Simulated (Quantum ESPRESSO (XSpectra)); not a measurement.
The core hole at the O K edge of ZnO (P6₃mc)

```xyz
4
Lattice="3.2373 0.0000 0.0000 -1.6187 2.8036 0.0000 0.0000 0.0000 5.2221" Properties=species:S:1:pos:R:3 pbc="T T T"
Zn     1.6187     0.9345     2.6141
Zn     0.0000     1.8691     0.0031
O      1.6187     0.9345     4.5940
O      0.0000     1.8691     1.9829
```

Geometry: Materials Project entry mp-2133 (a computed structure). The cell is the entry's, not relaxed again.

Absorber: atom 3, O on Wyckoff site b (site symmetry 3m.), with 3 Zn at 1.97 Å, 1 Zn at 1.98 Å.

Model: LDA, no, half or full core hole, dipole K-edge X-ray absorption, plane waves, Troullier-Martins potentials made with ld1.x and PseudoDojo potentials for the other elements (Perdew-Zunger form enforced), scalar-relativistic, no spin, constant broadening; program: Quantum ESPRESSO (XSpectra).

Full-hole run: 32-atom cell (absorber images 7.7 Å apart), 70 Ry, k meshes 2×2×2 (SCF) and 4×4×4 (spectrum), Lorentzian half width 0.5 eV. The ground-state test found a gap, so occupations are fixed and the excited electron is left out (charged cell on a uniform background); energies count from the highest occupied level. Field directions run: x; z, weighted by the site's symmetry in the crystal. Intensities are scaled to a mean of 1 over 0–35 eV.

The half-hole run shares these settings; the run without a hole takes the primitive cell with a 8×8×4 mesh.

```tsv
core hole	mean 0–10 eV	mean 10–20 eV	mean 20–30 eV	highest value below 30 eV
none (primitive cell)	1.16	0.96	0.98	3.5
half	1.25	0.83	1.05	3.4
full	1.29	0.73	1.12	2.8
```

From no hole to a full hole the mean over the first 10 eV goes from 1.16 through 1.25 to 1.29. For scale, a 64-atom cell moves the full-hole means to 1.31, 0.72, 1.12. Each run counts from its own energy zero.

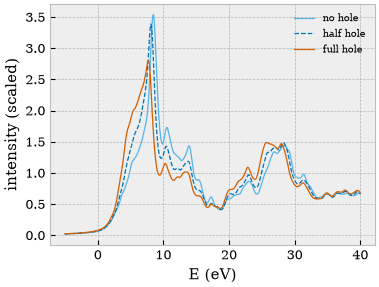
*The three spectra*
